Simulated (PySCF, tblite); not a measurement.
# C₈H₁₂: dynamics, then NMR shifts on frames, part 1 of 2

Aim: move C₈H₁₂ (`C=C[C@H]1CCC(=C)C1`) away from its starting geometry and see how NMR shifts follow the geometry.

Computed with tblite 0.8.0 and PySCF 2.14.0, with density-fitted response routines of our own, on a single molecule in the gas phase. Atoms are numbered from 0 throughout.

## Step 1: The molecule as given

20 atoms, charge 0, multiplicity 1; geometry from: GFN2-xTB.

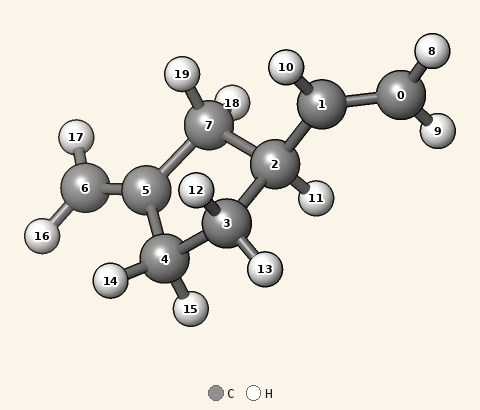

The starting geometry (carbon grey, hydrogen white), atoms numbered; sticks join atoms by distance.

## Step 2: A short Langevin run with GFN2-xTB

Job settings and geometry (Å):

```
{"job": {"kind": "md", "xc": "GFN2-xTB", "basis": "xTB", "temperature": 300, "steps": 2000, "every": 50, "frames": 5}, "charge": 0, "multiplicity": 1}
C      3.196798     0.370138    -0.208202
C      2.064051    -0.112504     0.267265
C      0.723756     0.101095    -0.352463
C      0.020424    -1.211671    -0.727727
C     -1.441740    -0.800729    -0.892983
C     -1.635330     0.306943     0.108988
C     -2.797928     0.799444     0.495761
C     -0.286360     0.759135     0.601256
H      4.143656     0.187272     0.271047
H      3.224082     0.972863    -1.101616
H      2.063056    -0.715511     1.167193
H      0.828500     0.719974    -1.249212
H      0.117244    -1.923951     0.094309
H      0.440771    -1.663470    -1.625298
H     -2.135045    -1.626481    -0.734689
H     -1.613285    -0.410439    -1.900013
H     -3.729607     0.416819     0.115123
H     -2.865651     1.603500     1.208671
H     -0.193157     1.844768     0.622197
H     -0.129383     0.393482     1.620388
```

Method: GFN2-xTB Langevin dynamics, gas phase.

Run with:

```console
> OMP_NUM_THREADS=1 python probes_run.py task.json out
```

The driver reads the jobs from task.json and runs them one after another.

The log of the run:

```text
t/fs     T/K      E/eV
    0.0   246.4   -631.36860
   25.0   173.5   -630.94066
   50.0   204.0   -630.86946
   75.0   210.8   -630.86465
  100.0   290.5   -630.85515
  125.0   264.5   -630.75984
  150.0   307.4   -630.80285
  175.0   251.0   -630.78036
  200.0   304.4   -630.80092
  225.0   235.1   -630.75815
  250.0   243.7   -630.79735
  275.0   234.3   -630.66251
  300.0   320.0   -630.69926
  325.0   308.4   -630.60304
  350.0   299.0   -630.74496
  375.0   256.7   -630.42003
  400.0   259.3   -630.54549
  425.0   300.3   -630.68396
  450.0   280.9   -630.70356
  475.0   295.9   -630.71792
  500.0   319.4   -630.80996
  525.0   233.4   -630.83234
  550.0   273.9   -630.89597
  575.0   240.3   -630.79558
  600.0   255.4   -630.76350
  625.0   266.1   -630.74288
  650.0   208.7   -630.88624
  675.0   216.4   -630.84470
  700.0   202.8   -630.72312
  725.0   254.6   -630.85366
  750.0   281.7   -630.85849
  775.0   231.6   -630.90891
  800.0   247.1   -630.92510
  825.0   275.9   -630.82278
  850.0   245.4   -630.79936
  875.0   227.2   -630.84309
  900.0   265.3   -630.82066
  925.0   284.2   -630.77744
  950.0   226.6   -630.48549
  975.0   229.7   -630.61102
 1000.0   314.8   -630.75696
```

It took 45 s on 1 thread of Intel Xeon at 2.50GHz, shared host.

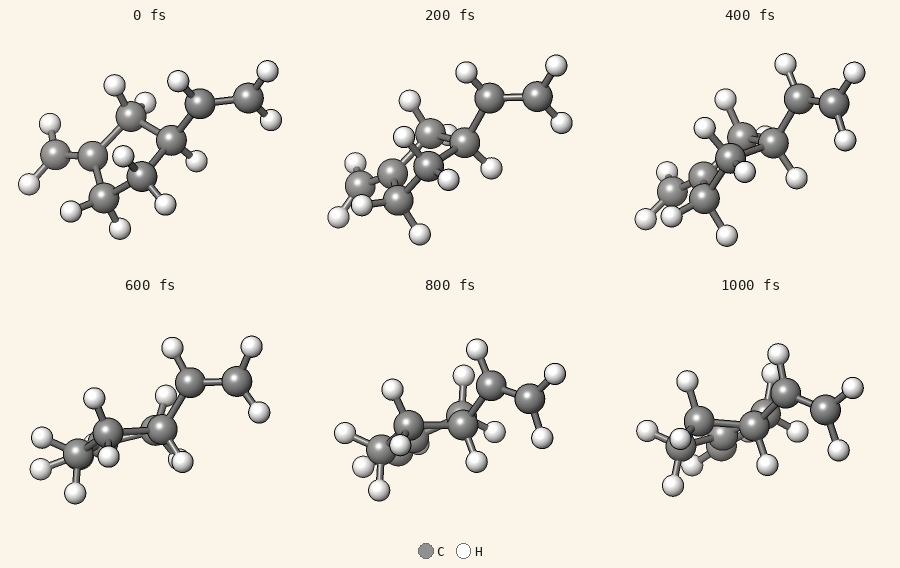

Frames of the run.

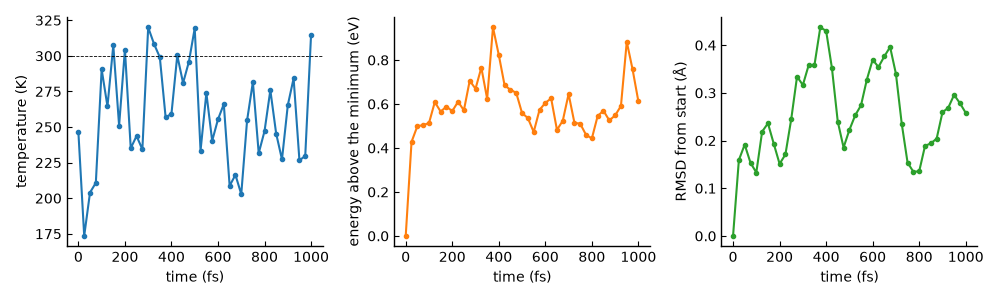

Temperature, potential energy and distance from the start.

Positions (Å) and forces (eV/Å) at 1000 fs:

```xyz
20

C     2.914   -1.734    0.856    1.171   -0.378   -2.645
C     1.961   -1.400    1.676   -0.637    0.245   -0.020
C     0.587   -1.162    1.178    0.119    1.435   -1.131
C    -0.586   -1.629    1.987   -1.457    1.095    0.970
C    -1.777   -0.760    1.440    0.503    0.872    0.508
C    -1.100    0.557    1.048   -1.091   -0.386    0.068
C    -1.744    1.641    0.637   -0.177   -0.081    0.368
C     0.376    0.394    1.119    0.235    0.101    1.079
H     3.955   -1.808    1.107    0.095   -0.035    0.322
H     2.768   -1.887   -0.279   -0.123    0.040    1.945
H     2.164   -1.082    2.681    0.012   -0.306    0.377
H     0.514   -1.440    0.098   -0.063   -0.426    0.781
H    -0.421   -1.453    3.092   -0.127    0.169   -1.068
H    -0.884   -2.643    1.909    0.201   -1.133   -0.327
H    -2.559   -0.491    2.167    0.359   -0.403    0.167
H    -2.329   -1.212    0.614    0.439   -0.162   -0.131
H    -2.810    1.726    0.473    0.102   -0.382    0.243
H    -1.249    2.581    0.551    0.455    0.288   -0.379
H     0.768    0.867    0.248    0.694    0.027   -0.793
H     0.887    0.929    1.967   -0.710   -0.581   -0.333
```

## Step 3: Nuclear shieldings: 250 fs, PBE0/pcSseg-1

Job settings and geometry (Å):

```
{"job": {"kind": "nmr", "xc": "PBE0", "basis": "pcSseg-1", "pop": false}, "charge": 0, "multiplicity": 1}
C      2.941000     0.246800     0.648800
C      1.673300     0.334200     1.031500
C      0.508500     0.133100     0.126200
C     -0.092700    -1.265600     0.164000
C     -1.542700    -1.078400    -0.326800
C     -1.876300     0.385500     0.083800
C     -3.125500     0.851200    -0.028800
C     -0.640100     1.049800     0.672900
H      3.680900     0.128200     1.369200
H      3.287000     0.187600    -0.387300
H      1.485200     0.341800     2.125300
H      0.681800     0.511200    -0.933400
H     -0.030700    -1.707900     1.165800
H      0.469300    -1.982100    -0.505200
H     -2.218800    -1.729300     0.239000
H     -1.581200    -1.180400    -1.410800
H     -3.840900     0.220700    -0.526200
H     -3.465000     1.772600     0.358200
H     -0.638700     2.123500     0.506800
H     -0.727700     0.961700     1.797600
```

Level: GIAO PBE0/pcSseg-1 NMR shielding, non-relativistic, gas phase.

The log of the run:

```text
coarse grid: 16128 points
cycle   1  E = -311.4841249484  dE =  8.756e-01  |g| = 4.328e-01  |ddm| = 3.987e+00
cycle   2  E = -311.4880789084  dE = -3.954e-03  |g| = 4.313e-01  |ddm| = 8.136e-01
cycle   3  E = -311.5376643106  dE = -4.959e-02  |g| = 4.303e-02  |ddm| = 4.022e-01
cycle   4  E = -311.5377576537  dE = -9.334e-05  |g| = 3.893e-02  |ddm| = 6.517e-02
cycle   5  E = -311.5381386785  dE = -3.810e-04  |g| = 6.337e-03  |ddm| = 3.838e-02
cycle   6  E = -311.5381471011  dE = -8.423e-06  |g| = 1.988e-03  |ddm| = 8.826e-03
final grid: 154128 points
cycle   7  E = -311.5881858387  dE = -4.323e-05  |g| = 9.249e-03  |ddm| = 4.367e-02
cycle   8  E = -311.5881711682  dE =  1.467e-05  |g| = 1.198e-02  |ddm| = 2.187e-02
cycle   9  E = -311.5882079881  dE = -3.682e-05  |g| = 2.288e-03  |ddm| = 1.345e-02
cycle  10  E = -311.5882092915  dE = -1.303e-06  |g| = 2.624e-04  |ddm| = 2.039e-03
cycle  11  E = -311.5882093064  dE = -1.488e-08  |g| = 1.139e-04  |ddm| = 3.011e-04
cycle  12  E = -311.5882093095  dE = -3.119e-09  |g| = 1.818e-05  |ddm| = 1.110e-04
cycle  13  E = -311.5882093096  dE = -7.469e-11  |g| = 4.755e-06  |ddm| = 2.518e-05
converged SCF energy = -311.5882093096

GIAO shielding tensors (ppm)
atom      isotropic    diamagn.    paramagn.     s11        s22        s33       span
  0 C       61.924     251.769    -189.845    -54.545     79.217    161.100    215.645
  1 C       30.250     254.170    -223.920    -97.120     55.660    132.212    229.332
  2 C      134.035     244.644    -110.609    108.585    134.602    158.917     50.332
  3 C      146.599     247.216    -100.618    118.852    149.192    171.752     52.900
  4 C      145.314     249.894    -104.580    111.970    155.456    168.517     56.547
  5 C       16.314     261.872    -245.558    -99.032     31.530    116.445    215.478
  6 C       72.099     248.558    -176.460    -42.239     97.425    161.109    203.348
  7 C      136.357     246.780    -110.423    116.093    130.465    162.514     46.421
  8 H       27.037      28.921      -1.884     23.148     26.190     31.774      8.626
  9 H       25.949      30.798      -4.849     22.188     25.429     30.231      8.043
 10 H       25.136      30.573      -5.437     22.228     24.068     29.111      6.883
 11 H       28.058      31.463      -3.405     25.203     26.380     32.592      7.389
 12 H       30.059      31.535      -1.475     26.003     29.187     34.988      8.985
 13 H       29.010      30.274      -1.264     25.062     27.213     34.755      9.692
 14 H       28.599      30.635      -2.037     24.067     27.778     33.951      9.884
 15 H       28.816      31.124      -2.309     24.301     28.104     34.042      9.742
 16 H       26.335      29.430      -3.095     22.679     24.557     31.768      9.090
 17 H       26.568      30.696      -4.128     22.769     25.532     31.403      8.634
 18 H       28.818      31.587      -2.769     25.599     27.757     33.099      7.500
 19 H       28.782      31.002      -2.220     24.980     28.000     33.366      8.386
```

It took 1.9 min on 1 thread of Intel Xeon at 2.50GHz, shared host; peak memory 0.87 GiB.

Shifts follow as δ = σ(reference) − σ, with reference shieldings (ppm) from runs at the same level and on the same kind of geometry: 1H TMS 31.72, 13C TMS 186.9. The references are single molecules in the gas phase. Each atom is listed at this fixed geometry, with no averaging over motion; a spectrum would average atoms that exchange fast.

```csv
atoms,environment,σ (ppm),δ (ppm)
C5,fully substituted alkene carbon,16.3,170.6
C1,alkene CH,30.3,156.7
C0,terminal =CH2 carbon,61.9,125.0
C6,terminal =CH2 carbon,72.1,114.8
C2,allylic sp3 CH,134.0,52.9
C7,allylic sp3 CH2,136.4,50.6
C4,allylic sp3 CH2,145.3,41.6
C3,sp3 CH2 in a ring,146.6,40.3
H10,hydrogen on an alkene CH,25.14,6.58
H9,hydrogen on a terminal =CH2 carbon,25.95,5.77
H16,hydrogen on a terminal =CH2 carbon,26.33,5.38
H17,hydrogen on a terminal =CH2 carbon,26.57,5.15
H8,hydrogen on a terminal =CH2 carbon,27.04,4.68
H11,hydrogen on an allylic sp3 CH,28.06,3.66
H14,hydrogen on an allylic sp3 CH2,28.60,3.12
H19,hydrogen on an allylic sp3 CH2,28.78,2.93
H15,hydrogen on an allylic sp3 CH2,28.82,2.90
H18,hydrogen on an allylic sp3 CH2,28.82,2.90
H13,hydrogen on an sp3 CH2 in a ring,29.01,2.71
H12,hydrogen on an sp3 CH2 in a ring,30.06,1.66
```

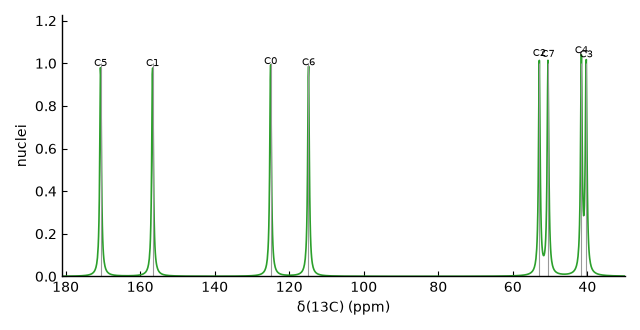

13C lines at the computed shifts, without couplings. Lines are broadened to a width of 0.52 ppm (Lorentzian).

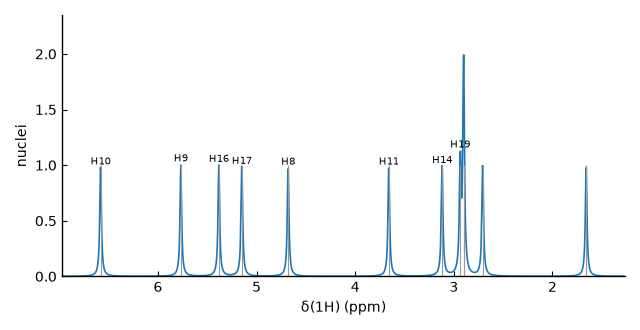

1H lines at the computed shifts, without couplings. Lines are broadened to a width of 0.02 ppm (Lorentzian).

Ring of atoms C2, C3, C4, C5, C7: NICS(0) -3.2, NICS(1) -3.5, NICS(1)zz -2.9 ppm (means of both faces).

The fields below are evaluated on a grid from the run's orbitals.

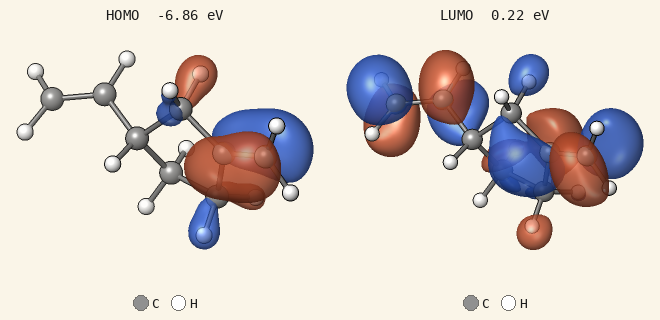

PBE0/pcSseg-1 orbitals near the gap, drawn at the value that encloses 70 % of each; the two colours are the two signs.

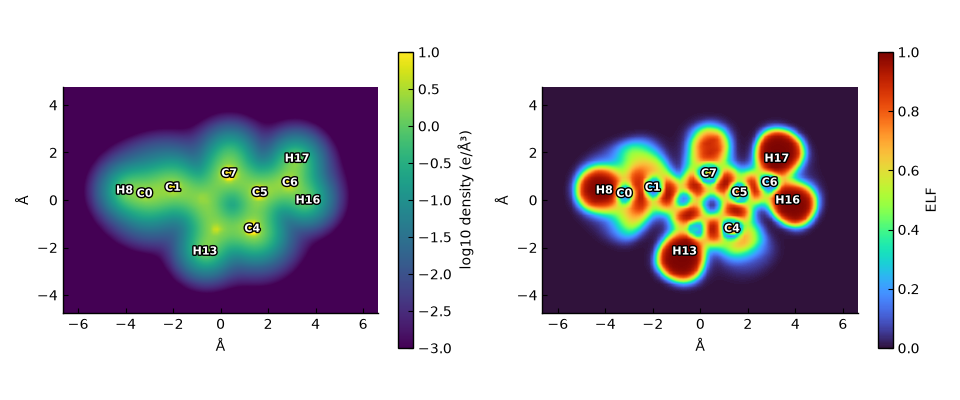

Density (left) and ELF (right) in a plane through or near 10 of the atoms.

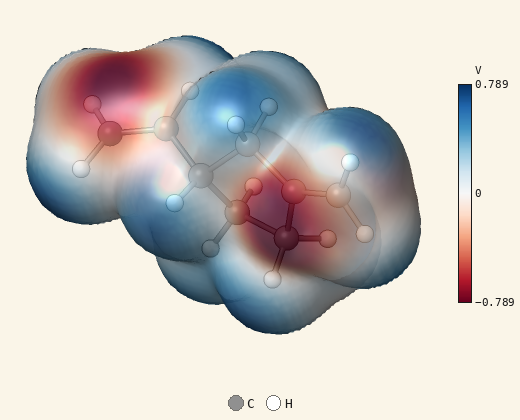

The potential that a unit positive charge feels on the 0.002 e/bohr³ surface, from the 1st to the 99th percentile, from -0.79 V near C6 to 0.66 V near H10.

## Step 4: Nuclear shieldings: 425 fs, PBE0/pcSseg-1

Job settings and geometry (Å):

```
{"job": {"kind": "nmr", "xc": "PBE0", "basis": "pcSseg-1", "pop": false}, "charge": 0, "multiplicity": 1}
C      3.044000    -0.466400     0.822900
C      1.832600     0.041900     1.131100
C      0.596400    -0.050600     0.363700
C     -0.164800    -1.375400     0.639500
C     -1.526000    -1.090200     0.013700
C     -1.786100     0.386900     0.247600
C     -3.001700     0.903400     0.250800
C     -0.511300     1.062400     0.716800
H      3.783500    -0.358600     1.553400
H      3.389200    -0.947500    -0.109600
H      1.848700     0.591800     2.134600
H      0.686700    -0.038000    -0.709800
H     -0.314700    -1.436100     1.728700
H      0.418600    -2.280100     0.317800
H     -2.367800    -1.714200     0.249400
H     -1.518000    -1.275400    -1.053400
H     -3.848200     0.333600    -0.008100
H     -3.174200     1.926800     0.360700
H     -0.209100     2.000600     0.241600
H     -0.517600     1.226400     1.809500
```

Level: GIAO PBE0/pcSseg-1 NMR shielding, non-relativistic, gas phase.

The log of the run:

```text
coarse grid: 16128 points
cycle   1  E = -311.4815123123  dE =  9.421e-01  |g| = 4.314e-01  |ddm| = 4.019e+00
cycle   2  E = -311.4848064301  dE = -3.294e-03  |g| = 4.322e-01  |ddm| = 8.093e-01
cycle   3  E = -311.5343994801  dE = -4.959e-02  |g| = 4.319e-02  |ddm| = 4.043e-01
cycle   4  E = -311.5345187646  dE = -1.193e-04  |g| = 3.779e-02  |ddm| = 6.634e-02
cycle   5  E = -311.5348782472  dE = -3.595e-04  |g| = 6.657e-03  |ddm| = 3.732e-02
cycle   6  E = -311.5348876053  dE = -9.358e-06  |g| = 2.100e-03  |ddm| = 8.840e-03
final grid: 154128 points
cycle   7  E = -311.5851146301  dE = -4.466e-05  |g| = 9.301e-03  |ddm| = 4.284e-02
cycle   8  E = -311.5851000912  dE =  1.454e-05  |g| = 1.198e-02  |ddm| = 2.130e-02
cycle   9  E = -311.5851369034  dE = -3.681e-05  |g| = 2.270e-03  |ddm| = 1.308e-02
cycle  10  E = -311.5851381940  dE = -1.291e-06  |g| = 2.585e-04  |ddm| = 1.993e-03
cycle  11  E = -311.5851382089  dE = -1.492e-08  |g| = 1.063e-04  |ddm| = 2.985e-04
cycle  12  E = -311.5851382116  dE = -2.715e-09  |g| = 2.021e-05  |ddm| = 1.108e-04
cycle  13  E = -311.5851382117  dE = -9.538e-11  |g| = 5.272e-06  |ddm| = 2.669e-05
converged SCF energy = -311.5851382117

GIAO shielding tensors (ppm)
atom      isotropic    diamagn.    paramagn.     s11        s22        s33       span
  0 C       60.021     250.499    -190.477    -55.696     73.675    162.085    217.781
  1 C       30.360     252.177    -221.818    -99.352     52.267    138.164    237.516
  2 C      135.930     246.586    -110.657    107.714    138.941    161.135     53.421
  3 C      142.662     248.219    -105.556    111.552    150.934    165.502     53.950
  4 C      149.870     248.054     -98.184    121.611    149.666    178.332     56.722
  5 C       27.846     258.501    -230.654    -88.846     42.050    130.334    219.180
  6 C       74.145     248.557    -174.413    -38.270     95.811    164.894    203.164
  7 C      140.504     248.241    -107.737    118.243    140.379    162.891     44.648
  8 H       26.903      28.109      -1.205     23.183     25.736     31.791      8.608
  9 H       25.663      30.320      -4.658     22.075     25.103     29.810      7.735
 10 H       24.423      28.866      -4.443     21.373     23.390     28.505      7.132
 11 H       29.258      33.743      -4.484     26.791     27.734     33.250      6.459
 12 H       29.992      31.377      -1.385     26.790     28.995     34.191      7.402
 13 H       29.319      30.394      -1.075     25.288     27.508     35.160      9.872
 14 H       29.566      31.034      -1.468     25.648     27.918     35.131      9.484
 15 H       29.396      31.953      -2.557     25.451     27.913     34.824      9.374
 16 H       26.768      30.302      -3.534     23.262     25.404     31.637      8.375
 17 H       27.133      30.900      -3.767     23.360     25.760     32.279      8.919
 18 H       28.816      31.194      -2.377     25.257     27.542     33.649      8.392
 19 H       29.470      31.425      -1.955     25.529     28.384     34.498      8.969
```

Wall time 84 s (1 thread of Intel Xeon at 2.50GHz, shared host); peak memory 0.89 GiB.

This run: δ C5 159.1, C1 156.6, C0 126.9, C6 112.8, H10 7.29, H9 6.05 ppm.

## Step 5: Nuclear shieldings: 625 fs, PBE0/pcSseg-1

Job settings and geometry (Å):

```
{"job": {"kind": "nmr", "xc": "PBE0", "basis": "pcSseg-1", "pop": false}, "charge": 0, "multiplicity": 1}
C      3.085800    -0.405700     0.759500
C      1.888600    -0.542000     1.260400
C      0.649800    -0.623500     0.401800
C     -0.346600    -1.483400     1.210200
C     -1.708400    -1.030700     0.860600
C     -1.562100     0.430100     0.587400
C     -2.527700     1.293100     0.664800
C     -0.109500     0.699600     0.303100
H      3.958700    -0.193400     1.301200
H      3.117000    -0.519800    -0.340400
H      1.776000    -0.530100     2.329200
H      0.749600    -1.000500    -0.636200
H     -0.220900    -1.263400     2.312300
H     -0.106200    -2.539100     1.052200
H     -2.421800    -1.300700     1.625500
H     -2.072500    -1.452600    -0.092500
H     -3.486400     0.956200     1.037800
H     -2.515100     2.333900     0.360100
H     -0.058800     1.092000    -0.699300
H      0.173800     1.481400     0.930800
```

With the program's defaults for keys left out, this is: GIAO PBE0/pcSseg-1 NMR shielding, non-relativistic, gas phase.

The log of the run:

```text
coarse grid: 16128 points
cycle   1  E = -311.4717509031  dE =  1.187e+00  |g| = 4.683e-01  |ddm| = 4.044e+00
cycle   2  E = -311.4751316490  dE = -3.381e-03  |g| = 4.669e-01  |ddm| = 8.888e-01
cycle   3  E = -311.5332336017  dE = -5.810e-02  |g| = 3.418e-02  |ddm| = 4.692e-01
cycle   4  E = -311.5333584301  dE = -1.248e-04  |g| = 2.403e-02  |ddm| = 6.229e-02
cycle   5  E = -311.5334823106  dE = -1.239e-04  |g| = 8.338e-03  |ddm| = 2.883e-02
cycle   6  E = -311.5334995295  dE = -1.722e-05  |g| = 1.764e-03  |ddm| = 8.146e-03
cycle   7  E = -311.5335002986  dE = -7.692e-07  |g| = 2.122e-04  |ddm| = 1.664e-03
final grid: 154128 points
cycle   8  E = -311.5829495366  dE = -5.065e-05  |g| = 8.101e-03  |ddm| = 4.317e-02
cycle   9  E = -311.5829440206  dE =  5.516e-06  |g| = 9.430e-03  |ddm| = 1.753e-02
cycle  10  E = -311.5829668111  dE = -2.279e-05  |g| = 1.646e-03  |ddm| = 1.030e-02
cycle  11  E = -311.5829674722  dE = -6.611e-07  |g| = 2.557e-04  |ddm| = 1.625e-03
cycle  12  E = -311.5829674876  dE = -1.536e-08  |g| = 7.796e-05  |ddm| = 2.513e-04
cycle  13  E = -311.5829674890  dE = -1.362e-09  |g| = 1.917e-05  |ddm| = 8.076e-05
cycle  14  E = -311.5829674891  dE = -9.140e-11  |g| = 3.141e-06  |ddm| = 2.366e-05
converged SCF energy = -311.5829674891

GIAO shielding tensors (ppm)
atom      isotropic    diamagn.    paramagn.     s11        s22        s33       span
  0 C       62.628     255.552    -192.924    -55.121     88.057    154.948    210.069
  1 C       30.948     255.013    -224.066    -93.191     57.773    128.262    221.452
  2 C      137.000     244.738    -107.737    114.496    137.862    158.643     44.147
  3 C      141.619     248.303    -106.684    114.734    143.593    166.530     51.797
  4 C      148.440     247.469     -99.029    124.011    154.257    167.053     43.042
  5 C       27.026     263.339    -236.312    -77.127     36.326    121.881    199.007
  6 C       81.776     249.485    -167.709    -20.499    104.029    161.799    182.297
  7 C      150.441     246.921     -96.481    118.573    153.267    179.481     60.908
  8 H       26.564      29.387      -2.823     22.937     26.303     30.452      7.515
  9 H       25.897      31.178      -5.282     21.789     24.283     31.619      9.829
 10 H       25.755      31.784      -6.029     22.735     24.584     29.947      7.212
 11 H       28.617      31.861      -3.244     25.345     26.990     33.515      8.170
 12 H       29.261      31.292      -2.031     24.063     29.253     34.466     10.403
 13 H       29.263      29.995      -0.732     25.404     27.730     34.654      9.250
 14 H       29.501      30.582      -1.080     25.336     28.131     35.037      9.702
 15 H       29.080      29.828      -0.748     24.719     27.621     34.898     10.179
 16 H       26.607      29.234      -2.627     23.897     24.360     31.564      7.667
 17 H       26.564      30.779      -4.215     24.028     24.909     30.755      6.727
 18 H       29.319      32.839      -3.520     24.525     29.070     34.363      9.838
 19 H       30.709      33.733      -3.024     25.722     31.309     35.095      9.373
```

Wall time 79 s (1 thread of Intel Xeon at 2.50GHz, shared host); peak memory 0.89 GiB.

In short: δ C5 159.9, C1 156.0, C0 124.3, C6 105.1, H10 5.96, H9 5.82 ppm.

(Continued in part 2 of 2.)
